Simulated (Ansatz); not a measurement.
# Resistivity from frozen vibrations: Os(0001) with 2 thermally displaced layers, 2x2

Aim: the resistivity of Os at 273 K from frozen thermal displacements between perfect leads.

Main program and level: Ansatz 0.2.0; Ansatz plane-wave DFT, PBE, PAW files; ballistic transport by layer matching (Landauer), zero bias; PAW set soft_1.

**1. The structure**

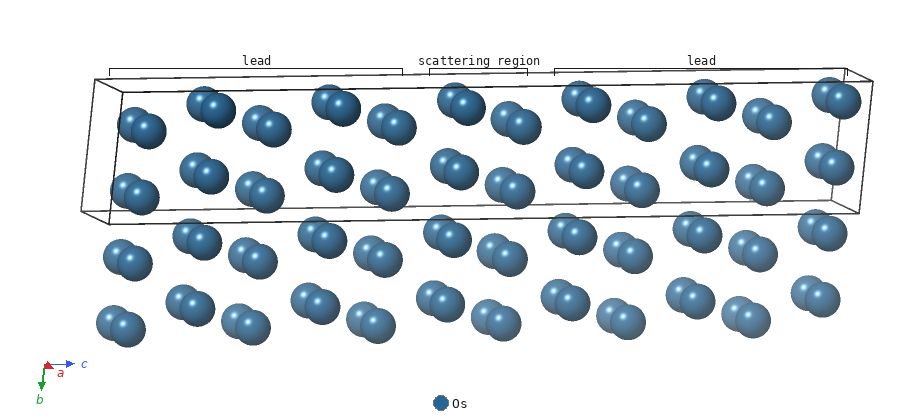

The cell as given, from the side, with the c axis across the page (osmium blue). 1×2×1 cells are drawn.

The cell holds 48 atoms: 48 Os. Its edges and angles: a = 5.468 Å, b = 5.468 Å, c = 25.918 Å, α = 90.0°, β = 90.0°, γ = 120.0°. It derives from Os. Regions: lead, 40 atoms (40 Os); scattering region, 8 atoms (8 Os). The structure is stacked along c, and the current runs across the ab planes.

**2. With 2 displaced layers**

Each atom of 2 layers is moved at random, by amounts drawn from a normal law 0.0302 Å wide in each direction from the Debye model (500 K) at 273 K. The layers about the cell's end stay perfect and serve as the lead. Disorder leaves little or no symmetry, which makes such runs dear. Energies from -0.05 to 0.05 eV in steps of 0.05 eV are too few for the program's thermal sum, so it prints no conductance; for a metal the transmission near the Fermi level serves, at a fraction of the cost.

input.yaml

```yaml
crystal:
  lattice:
    - [5.4682, 0.0, 0.0]
    - [-2.7341, 4.735600113, 0.0]
    - [0.0, 0.0, 25.9182]
  atoms:
    - { symbol: Os, position: [0.1666666667, 0.3333333333, 0.0416666667] }
    - { symbol: Os, position: [0.1666666667, 0.8333333333, 0.0416666667] }
    - { symbol: Os, position: [0.6666666667, 0.3333333333, 0.0416666667] }
    - { symbol: Os, position: [0.6666666667, 0.8333333333, 0.0416666667] }
    - { symbol: Os, position: [0.3333333333, 0.1666666667, 0.125] }
    - { symbol: Os, position: [0.3333333333, 0.6666666667, 0.125] }
    - { symbol: Os, position: [0.8333333333, 0.1666666667, 0.125] }
    - { symbol: Os, position: [0.8333333333, 0.6666666667, 0.125] }
    - { symbol: Os, position: [0.1666666667, 0.3333333333, 0.2083333333] }
    - { symbol: Os, position: [0.1666666667, 0.8333333333, 0.2083333333] }
    - { symbol: Os, position: [0.6666666667, 0.3333333333, 0.2083333333] }
    - { symbol: Os, position: [0.6666666667, 0.8333333333, 0.2083333333] }
    - { symbol: Os, position: [0.3333333333, 0.1666666667, 0.2916666667] }
    - { symbol: Os, position: [0.3333333333, 0.6666666667, 0.2916666667] }
    - { symbol: Os, position: [0.8333333333, 0.1666666667, 0.2916666667] }
    - { symbol: Os, position: [0.8333333333, 0.6666666667, 0.2916666667] }
    - { symbol: Os, position: [0.1666666667, 0.3333333333, 0.375] }
    - { symbol: Os, position: [0.1666666667, 0.8333333333, 0.375] }
    - { symbol: Os, position: [0.6666666667, 0.3333333333, 0.375] }
    - { symbol: Os, position: [0.6666666667, 0.8333333333, 0.375] }
    - { symbol: Os, position: [0.3336062965, 0.1658248006, 0.459079028] }
    - { symbol: Os, position: [0.3322054368, 0.6632530009, 0.458754367] }
    - { symbol: Os, position: [0.8435477534, 0.1727021393, 0.4575139188] }
    - { symbol: Os, position: [0.8243635882, 0.662694719, 0.4583814524] }
    - { symbol: Os, position: [0.1531378388, 0.3319390374, 0.5402159541] }
    - { symbol: Os, position: [0.1608911327, 0.8298649285, 0.5412983734] }
    - { symbol: Os, position: [0.6722602443, 0.3399769691, 0.5415170036] }
    - { symbol: Os, position: [0.6720885351, 0.8290942404, 0.5420759576] }
    - { symbol: Os, position: [0.3333333333, 0.1666666667, 0.625] }
    - { symbol: Os, position: [0.3333333333, 0.6666666667, 0.625] }
    - { symbol: Os, position: [0.8333333333, 0.1666666667, 0.625] }
    - { symbol: Os, position: [0.8333333333, 0.6666666667, 0.625] }
    - { symbol: Os, position: [0.1666666667, 0.3333333333, 0.7083333333] }
    - { symbol: Os, position: [0.1666666667, 0.8333333333, 0.7083333333] }
    - { symbol: Os, position: [0.6666666667, 0.3333333333, 0.7083333333] }
    - { symbol: Os, position: [0.6666666667, 0.8333333333, 0.7083333333] }
    - { symbol: Os, position: [0.3333333333, 0.1666666667, 0.7916666667] }
    - { symbol: Os, position: [0.3333333333, 0.6666666667, 0.7916666667] }
    - { symbol: Os, position: [0.8333333333, 0.1666666667, 0.7916666667] }
    - { symbol: Os, position: [0.8333333333, 0.6666666667, 0.7916666667] }
    - { symbol: Os, position: [0.1666666667, 0.3333333333, 0.875] }
    - { symbol: Os, position: [0.1666666667, 0.8333333333, 0.875] }
    - { symbol: Os, position: [0.6666666667, 0.3333333333, 0.875] }
    - { symbol: Os, position: [0.6666666667, 0.8333333333, 0.875] }
    - { symbol: Os, position: [0.3333333333, 0.1666666667, 0.9583333333] }
    - { symbol: Os, position: [0.3333333333, 0.6666666667, 0.9583333333] }
    - { symbol: Os, position: [0.8333333333, 0.1666666667, 0.9583333333] }
    - { symbol: Os, position: [0.8333333333, 0.6666666667, 0.9583333333] }
kpoints:
  mp_grid: { grid: [5, 5, 1] }
hamiltonian:
  xc: pbe
  pseudopotentials: { kind: paw, azcp: { folder: soft_1 } }
scf:
  occupations: { method: fermi_dirac, width: 0.1 }
output:
  transmission:
    leads: [[0, 8]]
    kmesh: [10, 10]
    e_range: [-0.05, 0.05]
    de: 0.05
  write_potential: true
  write_density: true
  volumetric_format: npy
  elf: true
```

Run with:

```console
$ ansatz run input.yaml --threads 4 --pin off --max-ram 15360MiB --backend cpu --events-out ev --progress --plain --runs-dir out
```

Numbers of over 12 decimals in the logs are rounded to 6 here.

The log of the run:

```text
Engine: ansatz 0.2.0, x86_64-unknown-linux-gnu
Pseudopotentials: kind: paw
Pseudopotential: Os, paw, valence charge 16, recommended cutoff 420 eV (normal), soft_1/Os.paw.azcp
Functional definition: PBE
  parameter kappa = 0.804
  parameter beta = 0.066725
  exchange = pbe_x(kappa = kappa, mu = beta*pi^2/3)
  correlation = pbe_c(beta = beta)
Crystal: 48 atoms, lattice volume = 671.157 Å³
Basis set: ecut = 420 eV, 13017 PW (Γ)
Bands: 461, of which v1, the nominal top of the filled ones, is band 384 counted from 1 (383 counted from 0)
Symmetry: 1 space group operations
Space group: P1 (ITA 1), of the structure as read, at distance tolerance 8.8e-5 Å
k-points: 13 of 25 (time reversal used)
Non-local potential: Os, projectors of the file, l = 0: 3, l = 1: 2, l = 2: 2, l = 3: 1
PAW form: soft (Blöchl's): semilocal exchange-correlation on the pseudo side does not see the compensation charge
PAW one-centre angular grid: Os, 590 points (default); XC on 64 Gauss nodes
Initial density: superposition of atomic densities (chi_scale 0.1, normalization cell)
Initial wavefunctions: pseudopotential atomic-orbital guess
Functional: x = pbe(κ = 0.804, μ = 0.219515), c = pbe(β = 0.066725)
SCF iter   1: F=—  HF=-546530.876073 eV  |F-HF|=—  |Δ(HF+E_count)|=         —  Δρ=6.01e-2  dr2=2.06e1  ethr=3.10e-3  ⟨swp⟩=5.5  Hψ=19807  notcnv=0  defer=21
preconditioner: auto → Kerker (q_TF=auto, 2.790 Å⁻¹)  [metal: Δε(μ)=0.089 eV  Ē_g=6.264 eV  σ=0.100 eV  W_gap=0.21  n_scr=268 (ndim 8)  ℏωp=28.1 eV  f_vac=0.000  D(μ)=31.07/eV (n_scr^D=292)]
SCF iter   2: F=—  HF=-546525.417474 eV  |F-HF|=—  |Δ(HF+E_count)|=    5.46e0  Δρ=3.31e-2  dr2=5.84e0  ethr=2.69e-3  ⟨swp⟩=3.0  Hψ=10090  notcnv=0  defer=74
SCF iter   3: F=—  HF=-546523.676725 eV  |F-HF|=—  |Δ(HF+E_count)|=    1.74e0  Δρ=3.71e-3  dr2=3.53e-2  ethr=7.60e-4  ⟨swp⟩=2.0  Hψ=9230  notcnv=0  defer=74
SCF iter   4: F=—  HF=-546523.678491 eV  |F-HF|=—  |Δ(HF+E_count)|=   1.77e-3  Δρ=4.25e-4  dr2=8.86e-4  ethr=4.60e-6  ⟨swp⟩=2.4  Hψ=10883  notcnv=0  defer=62
SCF iter   5: F=—  HF=-546523.678559 eV  |F-HF|=—  |Δ(HF+E_count)|=   6.75e-5  Δρ=8.83e-5  dr2=3.77e-5  ethr=1.15e-7  ⟨swp⟩=2.4  Hψ=11397  notcnv=0  defer=62
SCF iter   6: F=—  HF=-546523.679777 eV  |F-HF|=—  |Δ(HF+E_count)|=   1.22e-3  Δρ=1.19e-5  dr2=1.38e-6  ethr=4.91e-9  ⟨swp⟩=2.0  Hψ=8425  notcnv=0  defer=62
SCF iter   7: F=-546523.679776 eV  HF=-546523.679776 eV  |F-HF|=5.31e-8  |Δ(HF+E_count)|=   1.76e-7  Δρ=1.83e-6  dr2=6.70e-8  ethr=1.30e-11  ⟨swp⟩=7.2  Hψ=15358  notcnv=0
SCF 1 converged in 7 iterations: F = -546523.679776 eV  dr2 = 6.70e-8
  greatest PAW one-centre occupation: 1.000 electrons in one spin orbital (limit 2), on the Os atom at site 24 (counted from 0), in its partial waves of l = 0
transmission: 251 of 2496 steps passed
transmission: 500 of 2496 steps passed
[...]
transmission: 2496 of 2496 steps passed
SCF converged after 7 iterations
Free energy (F): -546523.679776 eV
Harris-Foulkes:  -546523.679776 eV  (|F-HF|=5.31e-8)
Internal energy: -546522.586566 eV  (E = F + TS)
E sigma→0 (E₀):  -546523.133171 eV
Entropy (-TS):   -1.093210 eV (-22.775 meV/atom)
Fermi energy:    26.053541 eV
--- Per-component energies (eV) ---
  E_band       = -3114.125891
  E_kinetic    = 23640.191299
  E_local      = -43729.059812  (includes V_loc(G=0)·N_el)
  E_nonlocal   = 9410.778555
  E_hartree    = 15694.085573
  E_xc         = -11239.642237
  E_vxc        = -11838.212413  (∫ρ·V_xc dr)
  E_paw        = -434264.031289  (= ΣΔE_a)
  E_vpaw       = -11986.015389  (= ΣTr[D̂ρ^β])
  E_aug_tail   = 0.021068  (compensation charges beyond the density's cutoff)
  E_ewald      = -106034.929723
  E_smearing   = -1.093210  (= −TS)
  E_closure    = 0.000000  (closes the sum)
  Σ components = -546523.679776   (vs F -546523.679776, Δ=0.00e0)
--- Band table (eV; the first three rows and the last of 13) ---
  k-point 0: bands = [... 380 lower, 26.7220, 26.7250, 26.7258, 26.7325, 26.7402, 26.9265, 26.9329, 26.9403, ... 73 higher]
  k-point 1: bands = [... 380 lower, 26.1745, 26.1919, 26.2092, 26.2213, 26.2377, 26.8679, 26.8789, 27.0900, ... 73 higher]
  k-point 2: bands = [... 380 lower, 25.6598, 25.7875, 25.7999, 25.8532, 25.9309, 25.9413, 26.0468, 26.1659, ... 73 higher]
  k-point 12: bands = [... 380 lower, 25.7936, 25.8630, 25.8823, 26.1144, 26.1319, 26.1626, 26.1719, 26.1760, ... 73 higher]
--- Transmission ---
  basis      : 223 plane waves across, 48 finite elements along
  points     : 52, standing for a mesh of 10 x 10
  energies   : 3 from -0.050000 to 0.050000 eV about the Fermi level, 0.050000 eV apart; the leads are filled to 0.000000 eV, and channels, transmission and decay are at 0.000000 eV
  crystal 0  : Os8, at the sites [0, 8], period 4.3197 Å, over 21.60 Å; its Hamiltonian steps by up to 1.4 meV
    offset         : up to 0.0000 Å between an atom of the period and one for which it stands
    channels       : 4.550000e0 a spin
    conductance    : none, the energies end too early or step too widely for 300 K: set another output.transmission.e_range or a lower de, or, where they end at an eighth of basis.ecutwfc, a higher one
  junction   : crystal 0 to crystal 0, 0.70 to 22.30 Å
    transmission   : 4.429881e0 a spin
    conductance    : none, the energies end too early or step too widely for 300 K: set another output.transmission.e_range or a lower de, or, where they end at an eighth of basis.ecutwfc, a higher one
```

Run time: 5.6 min. Hardware: 4 threads of AMD EPYC 9R14 (Zen 4), shared host; peak memory 6.6 GiB.

Numbers from this step:

```
free energy                                                  : -546523.6798 eV
energy at zero smearing                                      : -546523.1332 eV
Fermi energy                                                 : 26.05 eV
cell area                                                    : 25.90 Å²
transmission at the energy nearest the Fermi level, one spin : 4.430
channels at the energy nearest the Fermi level, one spin     : 4.55
step of the lead's Hamiltonian                               : 1.4 meV
```

Per spin. Table of transmission, zone mean by energy, zero at the Fermi level:

```
energy (eV)  transmission, zone mean
    -0.0500                     4.64
     0.0000                     4.43
     0.0500                     4.45
```

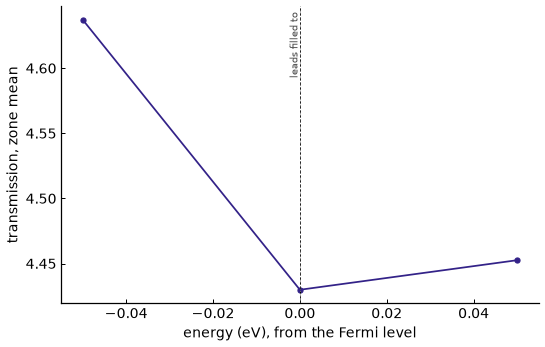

Transmission, zone mean, plotted against energy.

Per spin. Open channels, zone mean, lead against energy, zero at the Fermi level:

```
energy (eV)  open channels, zone mean, lead
    -0.0500                            4.74
     0.0000                            4.55
     0.0500                            4.55
```

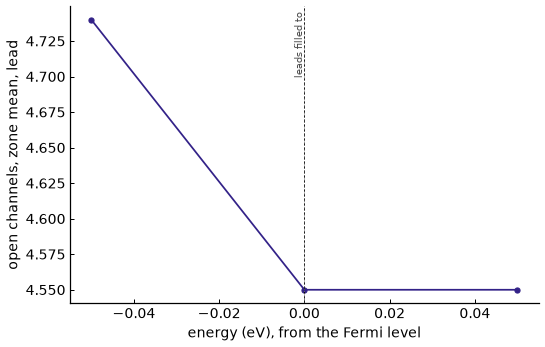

Open channels, zone mean, lead, plotted against energy.

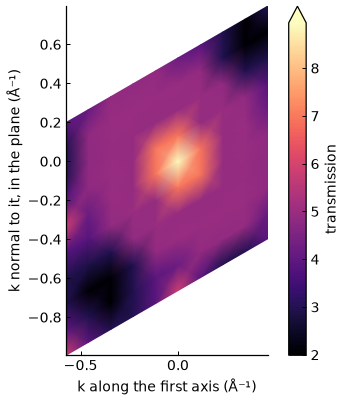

Transmission over k1 and k2. At 0.0000 eV from the Fermi level.

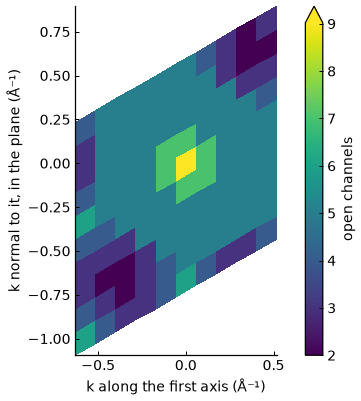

Open channels over k1 and k2. At 0.0000 eV from the Fermi level.

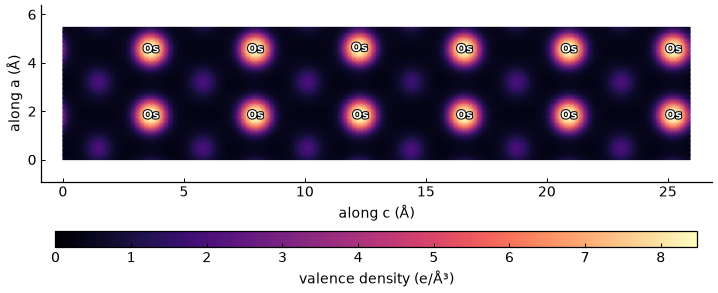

Valence density in the ca plane at fractional y = 0.166, with atoms of Os within 0.2 Å of it. It is the smooth field of the valence electrons, not physical close to the nuclei.

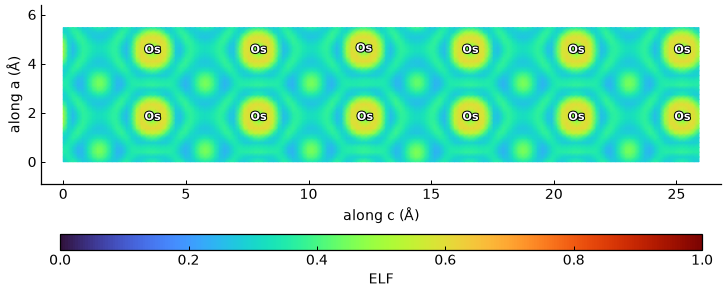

ELF in the ca plane at fractional y = 0.166, with atoms of Os within 0.2 Å of it. It is the smooth field of the valence electrons, not physical close to the nuclei.

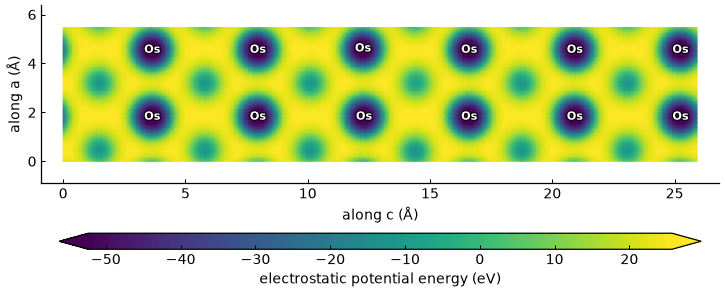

Electrostatic potential energy in the ca plane at fractional y = 0.166, with atoms of Os within 0.2 Å of it. With pseudopotentials it is smooth inside the atoms' cores, unlike the true potential.

Over the solved energies the transmission per spin lies between 4.43 and 4.64, out of 4.61 channels of the lead on average (up to 4.74).

[end of part 1 of 2]

[Logs are printed without paths, hosts, clocks, repeated set-up lines and the standing remarks that a program may print on its own settings, such as how far it seeks lower states.]

[Hosts, paths, dates, database ids (printed as entryN), source tags and the programs' standing remarks are cut or masked in the printed files.]
